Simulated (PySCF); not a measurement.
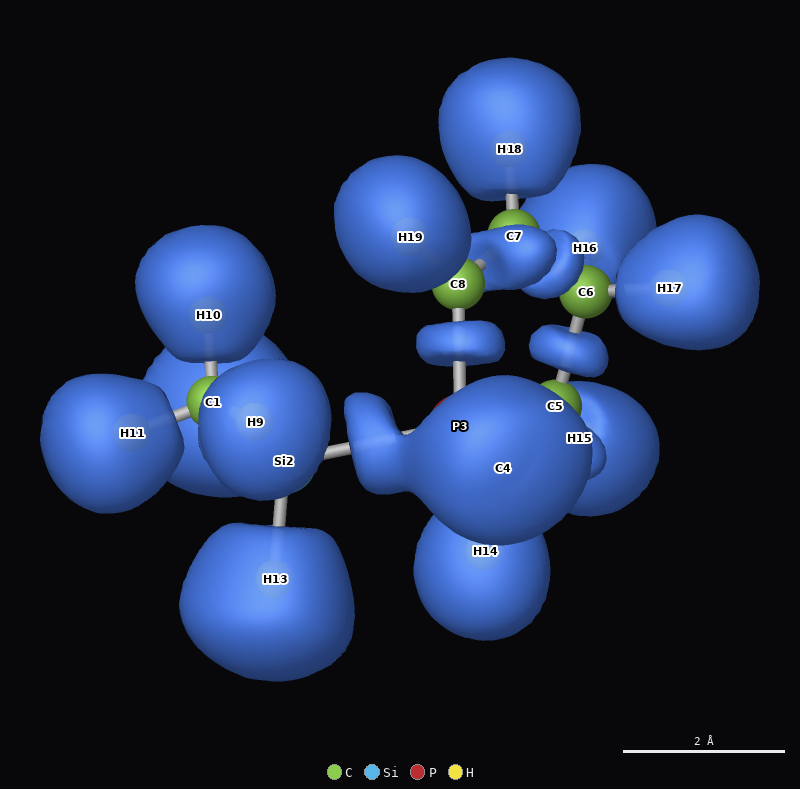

*C$_{6}$H$_{11}$PSi (SMILES C[SiH2]P1C=CCC=C1). Isosurface of the ELF at 0.8 (blue), seen at an oblique angle. Core shells and regions of very low density are left out.*

Geometry: GFN2-xTB.

Theory: PBE0/pcSseg-1, SCF density, gas phase, non-relativistic in PySCF 2.14.0.

Input file:

```
{"job": {"kind": "nmr", "xc": "PBE0", "basis": "pcSseg-1"}, "charge": 0, "multiplicity": 1}
C      3.123342     0.761729    -0.895976
Si     1.992051    -0.587700    -0.182291
P     -0.000765    -0.417226    -1.216128
C     -0.920299    -1.567126    -0.176050
C     -2.031444    -1.258248     0.478880
C     -2.682164     0.091897     0.484968
C     -1.727782     1.216128     0.218707
C     -0.592080     1.109584    -0.457780
H      3.067017     0.788542    -1.980678
H      2.850046     1.745935    -0.526581
H      4.157285     0.583422    -0.619615
H      1.943612    -0.464252     1.283354
H      2.503223    -1.924858    -0.512465
H     -0.522223    -2.573464    -0.143923
H     -2.532837    -2.014526     1.070776
H     -3.168321     0.253435     1.452217
H     -3.478766     0.110859    -0.271700
H     -2.019286     2.175426     0.629284
H      0.029588     1.979695    -0.627297
```

Launched as:

```sh
OMP_NUM_THREADS=1 python probes_run.py task.json out
```

### Identify the bonds, lone pairs and shells in this picture.

At this value the surface marks out four regions between bonded C–C atoms (shared pairs), two regions between bonded C–P atoms (shared pairs), one region between bonded C–Si atoms (shared pairs), eleven regions around hydrogen nuclei and one region on P in which the atom's valence shell and bonds are merged. Along the contacts the grid gives the following. C–C (1.33 Å): the ELF peaks at about 0.90 between the atoms: a short, multiple covalent bond. C–P (1.80 Å): the ELF peaks at about 0.95 between the atoms (localised, covalent bonding).
